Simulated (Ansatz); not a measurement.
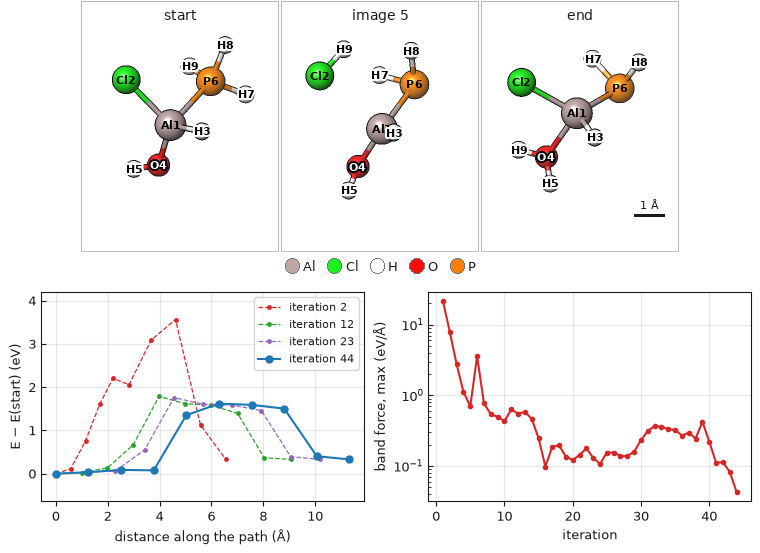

A search for the minimum-energy path of AlPH₅OCl by the nudged elastic band. Images are numbered from 0 (start) to 9 (end). The plot follows the band through its iterations. Style: ball-and-stick. Shown from a free direction.

Method: RKS PBE0/def2-SVP (Ansatz 0.2.0). Set-up: 8 movable images; no climbing image; force threshold 0.05 eV/Å; iteration limit 60; starting path through a guess of the saddle point.

> How did the profile develop, and is the result final?

The run is converged, with reservations. The band converged in 44 iterations. The largest component of the band force went from 21 to 0.043 eV/Å. No image climbed, so the highest image needn't lie on the saddle point, and the true maximum along this path can be higher. The first iteration put the highest image at 9.34 eV. The energy climbs by 1.62 eV to image 5 and then falls by 1.29 eV, so the end point sits at +0.33 eV.

Cost: 12 min on 2 threads of Arm Neoverse V1, with other jobs on the host, peak memory 0.2 GiB.
